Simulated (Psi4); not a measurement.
# doublet [C2H4O2]+ at 3 levels

We compute a comparison of 3 runs (UHF/STO-3G, UHF/3-21G, UB3LYP/6-31G*) of doublet [C2H4O2]+. 

The results are computed with Psi4 1.11.

2 further runs of the same task are left out: 2 set aside as unsound or not needed.

### 1 The molecule

[C2H4O2]+ has 8 atoms, charge +1, and is taken as a doublet. As SMILES of the parent species, `O=CCO`. The shape is that of a PBE0-D4/def2-TZVP optimisation. That shape belongs to the parent species and isn't relaxed for this state.

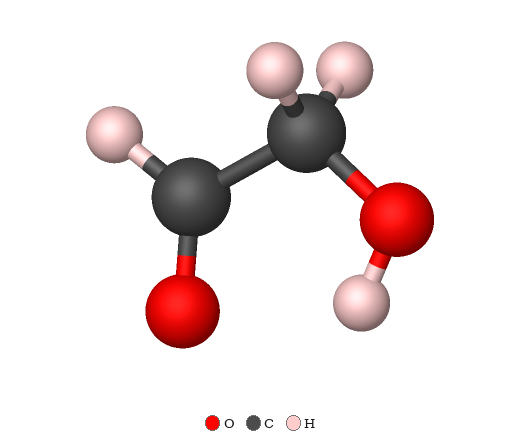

The structure, seen from a chosen angle (oxygen red, carbon dark grey, hydrogen pink).

### 2 Energy and gradient at UHF/STO-3G (run 1)

File c2h4o2.inp:

```
memory 1.6 GB

molecule molecule1 {
  1 2
  O
  C 1 r2
  C 2 r3 1 a3
  O 3 r4 2 a4 1 d4
  H 2 r5 1 a5 3 d5
  H 3 r6 4 a6 2 d6
  H 3 r7 6 a7 4 d7
  H 4 r8 3 a8 7 d8

  r2 = 1.202768
  r3 = 1.496632
  a3 = 121.69753
  r4 = 1.386852
  a4 = 112.15438
  d4 = -0.04131
  r5 = 1.10759
  a5 = 121.6293
  d5 = 179.9948
  r6 = 1.102002
  a6 = 111.60989
  d6 = -120.75499
  r7 = 1.101879
  a7 = 106.04511
  d7 = 121.73949
  r8 = 0.968917
  a8 = 105.92148
  d8 = 120.86685
  symmetry c1
  no_reorient
  no_com
}

set basis STO-3G
set reference uhf
set puream true
set e_convergence 1e-09
set d_convergence 1e-08
set scf_type pk
set maxiter 200

gradient('scf')
print_variables()
```

Command:

```sh
psi4 -n 1 c2h4o2.inp c2h4o2.out
```

c2h4o2.out:

```text
[...]
  Running in c1 symmetry.
[...]
  Nuclear repulsion =  120.277865452866706
[...]
  Multiplicity = 2
[...]
  Nalpha       = 16
  Nbeta        = 15
[...]
    Number of basis functions: 24
[...]
   @UHF iter   1:  -224.27748514524228   -2.11895e+00   2.20568e-02 DIIS/ADIIS
[...]
   @UHF iter  19:  -224.49802329748840   -8.52651e-13   5.29398e-09 DIIS
[...]
   @S^2 Observed:                7.990023950E-01
[...]
  @UHF Final Energy:  -224.49802329748840
   => Energetics <=
    Nuclear Repulsion Energy =            120.2778654528667062
    One-Electron Energy =                -536.7589490521072548
    Two-Electron Energy =                 191.9830603017521469
    Total Energy =                       -224.4980232974884018
  UHF NO Occupations:
  HONO-2 :   14  A 1.9971827
  HONO-1 :   15  A 1.9803053
[...]
 Multipole Moments:
 ------------------------------------------------------------------------------------
     Multipole            Electronic (a.u.)      Nuclear  (a.u.)        Total (a.u.)
 ------------------------------------------------------------------------------------
 L = 1.  Multiply by 2.5417464519 to convert [e a0] to [Debye]
 Dipole X            :         -0.0006195            0.0020529            0.0014334
 Dipole Y            :          1.7512466            0.1739348            1.9251814
 Dipole Z            :         -2.4953588            2.8587182            0.3633594
 Magnitude           :                                                    1.9591722
[...]
  -Total Gradient:
     Atom            X                  Y                   Z
    ------   -----------------  -----------------  -----------------
       1        0.000001060709    -0.011717560716     0.146949540216
       2        0.000015026372    -0.029491421834    -0.142063164560
       3       -0.000123708818     0.013081671494    -0.032169472840
       4        0.000104488058     0.050153973486     0.000632651080
       5       -0.000005245579    -0.015018311387     0.002807215280
       6       -0.004404707011    -0.006212264413    -0.001238677411
       7        0.004466243837    -0.006201730837    -0.001283343142
       8       -0.000053157570     0.005405644206     0.026365251376
[...]
```

Run time: 0.88 s. Hardware: 1 thread of AMD EPYC 9R45 (Zen 5), shared host; peak memory 0.18 GiB.

### 3 Energy and gradient at UHF/3-21G (run 2)

File calc.dat:

```
memory 1600 mb

molecule {
  1 2
  O
  C 1 1.202768
  C 2 1.496632 1 121.69753
  O 3 1.386852 2 112.15438 1 -0.04131
  H 2 1.10759 1 121.6293 3 179.9948
  H 3 1.102002 4 111.60989 2 -120.75499
  H 3 1.101879 6 106.04511 4 121.73949
  H 4 0.968917 3 105.92148 7 120.86685
  symmetry c1
  no_reorient
  no_com
}

set basis 3-21G
set reference uhf
set puream true
set e_convergence 1e-09
set d_convergence 1e-08
set scf_type pk
set maxiter 200

result, w = gradient('scf', return_wfn=True)
```

Command:

```sh
psi4 calc.dat calc.out -n 1
```

calc.out:

```text
[...]
  Running in c1 symmetry.
[...]
  Nuclear repulsion =  120.277865452866706
[...]
  Multiplicity = 2
[...]
  Nalpha       = 16
  Nbeta        = 15
[...]
    Number of basis functions: 44
[...]
   @UHF iter   1:  -225.96685828754369   -3.00040e-01   1.05904e-02 ADIIS/DIIS
[...]
   @UHF iter  20:  -226.12731790295999   -1.59162e-12   8.39371e-09 DIIS
[...]
   @S^2 Observed:                7.799302868E-01
[...]
  @UHF Final Energy:  -226.12731790295999
   => Energetics <=
    Nuclear Repulsion Energy =            120.2778654528667062
    One-Electron Energy =                -538.2951376174830784
    Two-Electron Energy =                 191.8899542616563849
    Total Energy =                       -226.1273179029599874
  UHF NO Occupations:
  HONO-2 :   14  A 1.9964244
  HONO-1 :   15  A 1.9905036
[...]
 Multipole Moments:
 ------------------------------------------------------------------------------------
     Multipole            Electronic (a.u.)      Nuclear  (a.u.)        Total (a.u.)
 ------------------------------------------------------------------------------------
 L = 1.  Multiply by 2.5417464519 to convert [e a0] to [Debye]
 Dipole X            :         -0.0003098            0.0020529            0.0017431
 Dipole Y            :          1.9098319            0.1739348            2.0837667
 Dipole Z            :         -2.1423422            2.8587182            0.7163760
 Magnitude           :                                                    2.2034703
[...]
  -Total Gradient:
     Atom            X                  Y                   Z
    ------   -----------------  -----------------  -----------------
       1        0.000002095798    -0.011585855805     0.052639394415
       2        0.000015151177    -0.020979091918    -0.072763526646
       3       -0.000078075356    -0.000733360432    -0.038185927263
       4        0.000021487977     0.000837710138     0.023847358503
       5       -0.000005750019     0.007034420277     0.014093200665
       6        0.005329618868    -0.004206954052     0.006542130924
       7       -0.005281473221    -0.004193704076     0.006529770646
       8       -0.000003055223     0.033826835868     0.007297598755
[...]
```

Run time: 1 s. Hardware: 1 thread of AMD EPYC 9R45 (Zen 5), shared host; peak memory 0.18 GiB.

### 4 Energy and gradient at UB3LYP/6-31G(d) (spherical functions) (run 3)

File calc.in:

```
memory 1600 mb

molecule geom {
  1 2
  O     -1.28010048    -0.34941036    -2.98179885
  C      0.35148906     0.55180003    -1.68110036
  C      0.46241598     0.07785672     1.10492287
  O     -1.48891521    -1.46869514     1.92279633
  H      1.84739626     1.77426386    -2.48650163
  H      2.32587491    -0.75041024     1.52708768
  H      0.42556632     1.92827654     2.05904559
  H     -2.46968307    -1.87177373     0.43010167
  units au
  symmetry c1
  no_reorient
  no_com
}

set reference uks
set puream true
set e_convergence 1e-09
set d_convergence 1e-08
set scf_type pk
set dft_radial_points 99
set dft_spherical_points 590
set maxiter 200

e_tot, wfn = gradient("b3lyp/6-31G*", return_wfn=True)
```

Command:

```sh
psi4 -i calc.in -o calc.out -n 1
```

calc.out:

```text
[...]
  Running in c1 symmetry.
[...]
  Nuclear repulsion =  120.277890991645947
[...]
  Multiplicity = 2
[...]
  Nalpha       = 16
  Nbeta        = 15
[...]
    Number of basis functions: 64
[...]
   @UKS iter   1:  -228.51413336652217    4.15708e-02   8.51308e-03 ADIIS/DIIS
[...]
   @UKS iter  23:  -228.64170407236145   -3.12639e-13   6.52656e-09 DIIS
[...]
   @S^2 Observed:                7.563628869E-01
[...]
  @UKS Final Energy:  -228.64170407236145
   => Energetics <=
    Nuclear Repulsion Energy =            120.2778909916459469
    One-Electron Energy =                -540.9864964942820507
    Two-Electron Energy =                 215.6432525801152451
    DFT Exchange-Correlation Energy =     -23.5763511498406118
    Empirical Dispersion Energy =           0.0000000000000000
    VV10 Nonlocal Energy =                  0.0000000000000000
    Total Energy =                       -228.6417040723614491
[...]
 Multipole Moments:
 ------------------------------------------------------------------------------------
     Multipole            Electronic (a.u.)      Nuclear  (a.u.)        Total (a.u.)
 ------------------------------------------------------------------------------------
 L = 1.  Multiply by 2.5417464519 to convert [e a0] to [Debye]
 Dipole X            :         15.7687593          -15.1395409            0.6292185
 Dipole Y            :         10.3273599           -9.6865471            0.6408129
 Dipole Z            :          9.2592600          -10.3993518           -1.1400918
 Magnitude           :                                                    1.4513326
[...]
  -Total Gradient:
     Atom            X                  Y                   Z
    ------   -----------------  -----------------  -----------------
       1       -0.008359977502    -0.007640759263     0.008527141847
       2       -0.000148414032    -0.004198433235     0.020437078609
       3        0.011073814858     0.015762846678    -0.039413212904
       4       -0.008875148695    -0.008701079695     0.012336321913
       5       -0.002391253821    -0.002492908557     0.004116230641
       6       -0.005476805500     0.000835151312     0.006014639150
       7       -0.000012357897    -0.006898773359     0.004508162712
       8        0.014193919799     0.013337221809    -0.016529675112
[...]
```

Run time: 24 s. Hardware: 1 thread of AMD EPYC 9R45 (Zen 5), shared host; peak memory 1 GiB.

### 5 Overview of the runs

| run | level | integration grid | energy (Eh) | HOMO energy (eV) | LUMO energy (eV) | ⟨S²⟩ | wall time |
| --- | --- | --- | --- | --- | --- | --- | --- |
| 1 | UHF/STO-3G | – | -224.498023 | -16.38 | -4.77 | 0.799 | 0.88 s |
| 2 | UHF/3-21G | – | -226.127318 | -18.35 | -7.27 | 0.780 | 1 s |
| 3 | UB3LYP/6-31G* (spherical functions) | 99 radial × 590 angular | -228.641704 | -14.06 | -13.51 | 0.756 | 24 s |

### 6 Outcome

| quantity | value |
| --- | --- |
| run 3: total energy | -228.64170 Eh |
| run 3: HOMO energy (highest over α and β) | -14.06 eV |
| run 3: LUMO energy (lowest over α and β) | -13.51 eV |
| run 3: ⟨S²⟩ | 0.756 |
| run 3: largest force on an atom | 2.256 eV/Å |

In run 1 the basis is minimal, so the values are rough. All runs together took 26 s, the longest 24 s.
